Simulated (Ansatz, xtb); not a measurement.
Group exchange: C3H8 + H3NO → C3H9N + H2O

Species: C3H8 (propane) `CCC`, singlet; H3NO (hydroxylamine) `NO`, singlet; C3H9N (isopropylamine) `CC(C)N`, singlet; H2O (water) `O`, singlet. The partners trade H for NH2: C–H and O–NH2 bonds give way to C–NH2 and O–H.

Shapes, held fixed at every level: PBE0-D4/def2-TZVP. Flexible molecules stand in one conformer, not always the lowest. Programs: Ansatz 0.2.0, xtb 6.7.1, xtb 6.7.1 later snapshot. The zero-point and thermal change to 298 K, harmonic and unscaled (PBE0-D4/def2-TZVP), is -2.8 kJ/mol.

**What was measured.** Tabulated heats of formation (Active Thermochemical Tables, CRC Handbook of Chemistry and Physics): C3H8 -104.4 (ATcT); H3NO -43.5 (ATcT); C3H9N -83.7 (CRC); H2O -241.8 (ATcT) kJ/mol, which give ΔH(298 K) = -177.7 kJ/mol.

```tsv
level	kind	ΔH (kJ/mol)	computed − measured
GFN1-xTB	semi-empirical	-131.2	+46.5
SPW92/def2-TZVPP	LDA	-173.6	+4.0
B3LYP-D4/def2-TZVPP	global hybrid	-164.1	+13.6
BHLYP-D4/def2-TZVPP	global hybrid	-172.0	+5.7
MP2/def2-SVP	perturbation theory	-174.0	+3.7
CCSD/def2-SVP	coupled cluster or CI	-162.7	+15.0
CCSD/def2-TZVPP	coupled cluster or CI	-175.1	+2.6
CCSD(T)/CBS estimate	coupled cluster or CI	-181.1	-3.5
```

Nearest: CCSD/def2-TZVPP (+2.6); farthest: GFN1-xTB (+46.5). 5 of 8 levels lie within 10 kJ/mol. The CBS estimate extrapolates MP2 from def2-TZVPP and def2-QZVPP and adds CCSD(T) − MP2 in the triple-zeta set, cores frozen.

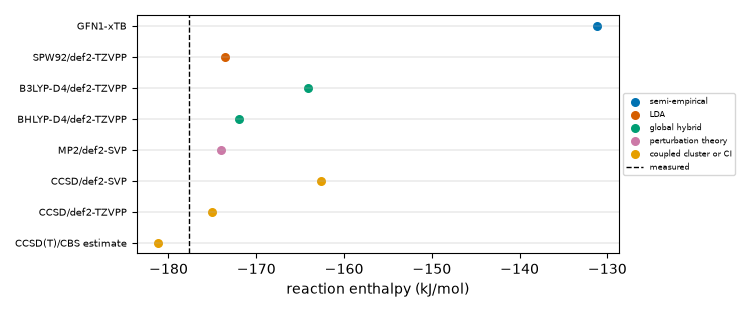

The values of the table, level by level.
